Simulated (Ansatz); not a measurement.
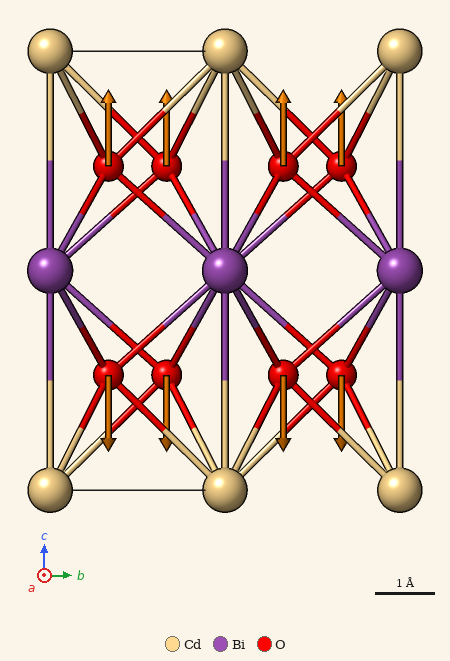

A relaxation of solid CdBiO4 (a generated structure, set up in P6/mmm) (coarse preliminary run). The starting structure is drawn; orange arrows show the displacements (the part carried along by the change of the cell is left out), 20 times their true length.

The picture is a ball-and-stick view of the cell of the calculation, repeated 1 × 2 × 1 with one cell outlined, seen along the a axis.

Computed with DFT PBE, scalar-relativistic, plane waves, PAW (Ansatz 0.2.0). Settings: plane-wave cutoff 420 eV; k-point mesh 6 × 6 × 2; occupations gaussian; smearing width 0.1 eV; no spin polarisation; cell and atoms relaxed; force threshold 0.04 eV/Å; at most 70 steps.

Question: Describe the change and its energy.

Answer: The largest moves relative to the cell, 0.066 Å, are those of O atoms. Bi and Cd stay in place. Cell: a = b 3.457 → 3.747 Å (+8.4 %), c 7.518 → 6.185 Å (−17.7 %). Volume −3.4 %. Near-neighbour distances that change, for instance: Bi–Cd 3.759 → 3.092 Å, Cd–O 2.806 → 2.665 Å, Bi–O 2.679 → 2.654 Å. Among the angles between lasting bonds that change: Bi–O–Bi 80.4° → 89.8°. The space group stays P6/mmm (No. 191). Over 7 accepted moves (9 points after the start) the energy falls by 392 meV per atom. Largest force component: 0.25 eV/Å at the start, 0.0012 eV/Å at the end. The pressure goes from 6.51 to 0.11 GPa. The SCF was repeated twice at an unchanged geometry on a basis and grid sized afresh for the cell, which shifted the energy by 8.7 meV per atom at most. Cost: 26 s on 1 thread of Arm Neoverse V2 (shared host), peak memory 0.37 GiB.

Limits of the set-up: the k-point mesh is coarse for a cell with partly filled bands; an odd number of electrons was run without spin polarisation, which fails if the electron would localise.
